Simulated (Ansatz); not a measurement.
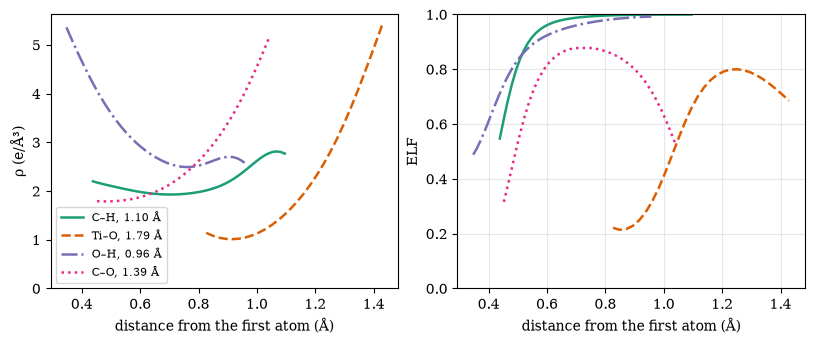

Figure. C3H10O4Ti. Electron density and electron localisation function along straight lines between neighbouring atoms. The curves leave out the atomic cores.

Geometry: PBE0-D4/def2-TZVP.

All numbers below come from RKS PBE0-D4/def2-TZVPP in Ansatz.

The calculation's input:

```
crystal:
  periodic: [false, false, false]
  atoms:
    - {symbol: C, position_ang: [-2.181111, 1.621189, -0.214219]}
    - {symbol: O, position_ang: [-1.275380, 0.885354, 0.543749]}
    - {symbol: Ti, position_ang: [0.329644, 0.100252, 0.539624]}
    - {symbol: O, position_ang: [1.397304, 0.856820, 1.796838]}
    - {symbol: O, position_ang: [1.066785, 0.351575, -1.067571]}
    - {symbol: C, position_ang: [2.148944, 0.831946, -1.797094]}
    - {symbol: O, position_ang: [0.144465, -1.646414, 0.867181]}
    - {symbol: C, position_ang: [-0.726926, -2.720397, 1.011859]}
    - {symbol: H, position_ang: [-2.300008, 2.624559, 0.208669]}
    - {symbol: H, position_ang: [-1.844086, 1.718598, -1.252849]}
    - {symbol: H, position_ang: [-3.160101, 1.129988, -0.212524]}
    - {symbol: H, position_ang: [1.917760, 0.430921, 2.478350]}
    - {symbol: H, position_ang: [2.704697, 0.000418, -2.244368]}
    - {symbol: H, position_ang: [2.832145, 1.406229, -1.161066]}
    - {symbol: H, position_ang: [1.797848, 1.483113, -2.604822]}
    - {symbol: H, position_ang: [-0.432688, -3.326780, 1.875192]}
    - {symbol: H, position_ang: [-1.757416, -2.379370, 1.164418]}
    - {symbol: H, position_ang: [-0.699379, -3.356800, 0.120431]}
basis:
  gaussian: {orbitals: def2-TZVPP}
hamiltonian: {xc: pbe0, dispersion: d4}
output: {orbitals: {seedname: orbitals}}
```

Command:

```sh
ansatz run in.yaml --threads 5 --pin off --events-out ev --progress --plain --max-ram 66560MiB --backend cuda --devices 0, --max-vram 37GiB
```

What can be read from the curves?

Answer. C–H (1.10 Å): ρ is about 2 e/Å³ halfway; the ELF climbs to about 1 towards the hydrogen, as it does in any bond to H; a covalent bond by its length.
Ti–O (1.79 Å): ρ at the midpoint is about 1 e/Å³; the ELF peaks at about 0.80 in the valence shell of O, 0.5 Å from its nucleus, and is about 0.25 at the midpoint.
O–H (0.96 Å): ρ at the midpoint is about 3.8 e/Å³; the ELF climbs to about 1 towards the hydrogen; an ordinary covalent bond to hydrogen.
C–O (1.39 Å): ρ is about 2.1 e/Å³ halfway, with its minimum of 1.8 e/Å³ about 0.5 Å from C; the ELF peaks at about 0.90 between the atoms: a polar covalent bond.
